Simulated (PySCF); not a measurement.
# Two runs on C₃HF₃

System: C₃HF₃, SMILES C#CC(F)(F)F.
Method of run 1: GIAO PBE0/cc-pVDZ NMR shielding, non-relativistic, gas phase (PySCF 2.14.0).

The geometry comes from this level: PBE0-D3(BJ)/def2-SVP. Text and figures count atoms from 1; the logs count them from 0 in places.

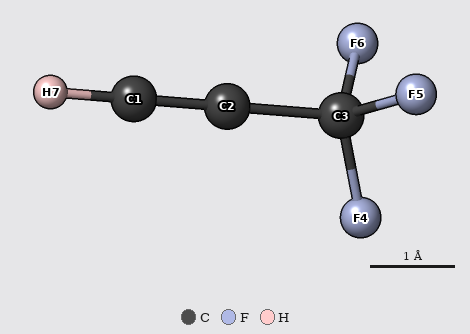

The input geometry (ball-and-stick view, seen at a tilt; atoms are numbered from 1 in the order of the input). Bond lengths as drawn: C–C 1.21 to 1.47 Å, C–F 1.33 Å and C–H 1.08 Å.

The input, run 1:
```
{"job": {"kind": "nmr", "xc": "PBE0", "basis": "cc-pVDZ", "pop": true}, "charge": 0, "multiplicity": 1}
C      1.628685     0.567921    -0.228533
C      0.516436     0.165422     0.010424
C     -0.838120    -0.322072     0.301701
F     -1.068777    -1.484369    -0.305982
F     -1.756599     0.546592    -0.115367
F     -1.009997    -0.502566     1.609585
H      2.620222     0.927072    -0.440778
```

The first line tells a small driver script what to run in PySCF; the rest is the geometry in Å.

Command:
```bash
OMP_NUM_THREADS=1 python <driver script> task.json out
```

Hardware: 1 CPU thread, shared host.

Output (run 1):
```
coarse grid: 7136 points
cycle   1  E = -413.8181639173  dE =  1.068e+00  |g| = 9.148e-01  |ddm| = 5.401e+00
cycle   2  E = -413.6678110699  dE =  1.504e-01  |g| = 1.342e+00  |ddm| = 2.947e+00
cycle   3  E = -413.9593608878  dE = -2.915e-01  |g| = 1.756e-01  |ddm| = 1.754e+00
cycle   4  E = -413.9659682092  dE = -6.607e-03  |g| = 7.401e-02  |ddm| = 2.941e-01
cycle   5  E = -413.9672899073  dE = -1.322e-03  |g| = 1.444e-02  |ddm| = 1.002e-01
cycle   6  E = -413.9673409232  dE = -5.102e-05  |g| = 1.901e-03  |ddm| = 2.758e-02
cycle   7  E = -413.9673417918  dE = -8.686e-07  |g| = 3.208e-04  |ddm| = 3.701e-03
final grid: 73808 points
cycle   8  E = -413.9736912781  dE = -2.804e-05  |g| = 5.590e-03  |ddm| = 4.586e-02
cycle   9  E = -413.9736880378  dE =  3.240e-06  |g| = 7.443e-03  |ddm| = 1.777e-02
cycle  10  E = -413.9736974474  dE = -9.410e-06  |g| = 4.394e-04  |ddm| = 9.432e-03
cycle  11  E = -413.9736974784  dE = -3.103e-08  |g| = 2.785e-04  |ddm| = 1.201e-03
cycle  12  E = -413.9736974936  dE = -1.514e-08  |g| = 1.338e-04  |ddm| = 4.647e-04
cycle  13  E = -413.9736974981  dE = -4.500e-09  |g| = 1.423e-05  |ddm| = 1.889e-04
cycle  14  E = -413.9736974981  dE = -4.809e-11  |g| = 4.272e-06  |ddm| = 2.780e-05
converged SCF energy = -413.9736974981

GIAO shielding tensors (ppm)
atom      isotropic    diamagn.    paramagn.     s11        s22        s33       span
  0 C      122.086     265.676    -143.591     60.502     60.546    245.208    184.706
  1 C      126.291     258.164    -131.873     40.158     40.193    298.523    258.364
  2 C       82.437     244.843    -162.406     73.029     87.115     87.167     14.138
  3 F      262.647     471.107    -208.459    184.810    252.139    350.994    166.184
  4 F      262.612     471.171    -208.559    184.887    252.293    350.655    165.767
  5 F      262.660     470.388    -207.728    184.940    252.225    350.816    165.876
  6 H       28.973      32.924      -3.951     24.539     24.540     37.841     13.301
```

For run 2 the input was changed thus:
```diff
-"basis": "cc-pVDZ"
+"basis": "pcSseg-0"
```

What does this change do to the results?

The total energy of run 2 is 609.3 kcal/mol higher, which measures the change of basis and not a stability. The HOMO goes from −9.05 to −9.58 eV. The LUMO goes from 0.04 to −0.24 eV. The dipole moment goes from 2.13 to 2.62 D. Of all shieldings, the largest change is that of C3, by −24.1 ppm. The SCF takes 13 iterations against 14. The basis functions go from 89 to 56.

Output (run 2):
```
coarse grid: 7136 points
cycle   1  E = -412.9352869172  dE =  1.037e+00  |g| = 8.262e-01  |ddm| = 3.180e+00
cycle   2  E = -412.8111283405  dE =  1.242e-01  |g| = 1.246e+00  |ddm| = 1.972e+00
cycle   3  E = -413.0749830203  dE = -2.639e-01  |g| = 1.459e-01  |ddm| = 1.052e+00
cycle   4  E = -413.0794532592  dE = -4.470e-03  |g| = 5.882e-02  |ddm| = 1.542e-01
cycle   5  E = -413.0802913627  dE = -8.381e-04  |g| = 1.208e-02  |ddm| = 5.026e-02
cycle   6  E = -413.0803226922  dE = -3.133e-05  |g| = 5.368e-04  |ddm| = 1.289e-02
cycle   7  E = -413.0803227805  dE = -8.830e-08  |g| = 9.283e-05  |ddm| = 8.983e-04
final grid: 73808 points
cycle   8  E = -413.0027806863  dE = -1.118e-05  |g| = 2.572e-03  |ddm| = 1.394e-02
cycle   9  E = -413.0027813327  dE = -6.464e-07  |g| = 1.842e-03  |ddm| = 3.559e-03
cycle  10  E = -413.0027818232  dE = -4.905e-07  |g| = 8.864e-04  |ddm| = 1.833e-03
cycle  11  E = -413.0027820104  dE = -1.873e-07  |g| = 1.164e-04  |ddm| = 7.415e-04
cycle  12  E = -413.0027820130  dE = -2.526e-09  |g| = 4.094e-05  |ddm| = 1.148e-04
cycle  13  E = -413.0027820132  dE = -2.652e-10  |g| = 4.835e-06  |ddm| = 3.560e-05
converged SCF energy = -413.0027820132

GIAO shielding tensors (ppm)
atom      isotropic    diamagn.    paramagn.     s11        s22        s33       span
  0 C      103.791     268.607    -164.816     34.828     34.882    241.664    206.836
  1 C      112.956     286.583    -173.627     19.563     19.605    299.701    280.138
  2 C       58.292     233.109    -174.817     42.828     65.989     66.058     23.229
  3 F      249.156     472.583    -223.427    160.336    255.097    332.035    171.700
  4 F      249.126     472.711    -223.585    160.426    255.253    331.699    171.273
  5 F      249.168     471.593    -222.426    160.483    255.191    331.829    171.346
  6 H       29.713      28.275       1.438     25.648     25.648     37.843     12.195
```

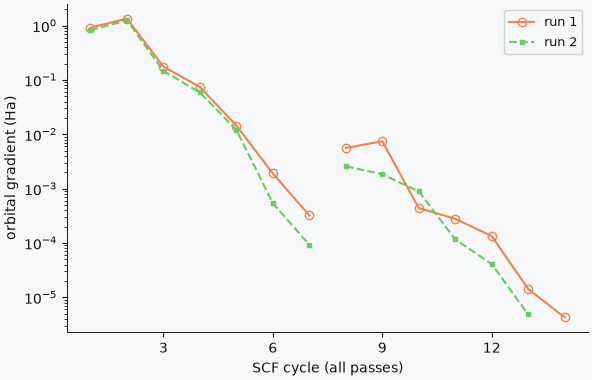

Convergence of the two runs: orbital gradient against the SCF cycle. A break in a curve parts two SCF passes (coarse and final grid). Run 1 takes 14 cycles in all, and run 2 takes 13.

The two runs side by side:

| quantity | run 1 | run 2 |
| --- | --- | --- |
| outcome | converged | converged |
| total energy (hartree) | −413.973697 | −413.002782 |
| HOMO (eV) | −9.05 | −9.58 |
| LUMO (eV) | 0.04 | −0.24 |
| dipole moment (D) | 2.13 | 2.62 |
| shielding of C1 (ppm) | 122.1 | 103.8 |
| shielding of C2 (ppm) | 126.3 | 113.0 |
| shielding of C3 (ppm) | 82.4 | 58.3 |
| shielding of F4 (ppm) | 262.6 | 249.2 |
| shielding of F5 (ppm) | 262.6 | 249.1 |
| shielding of F6 (ppm) | 262.7 | 249.2 |
| shielding of H7 (ppm) | 29.0 | 29.7 |
| SCF iterations | 14 | 13 |
| basis functions | 89 | 56 |
| wall time (shared host) | 4.8 s | 2.8 s |
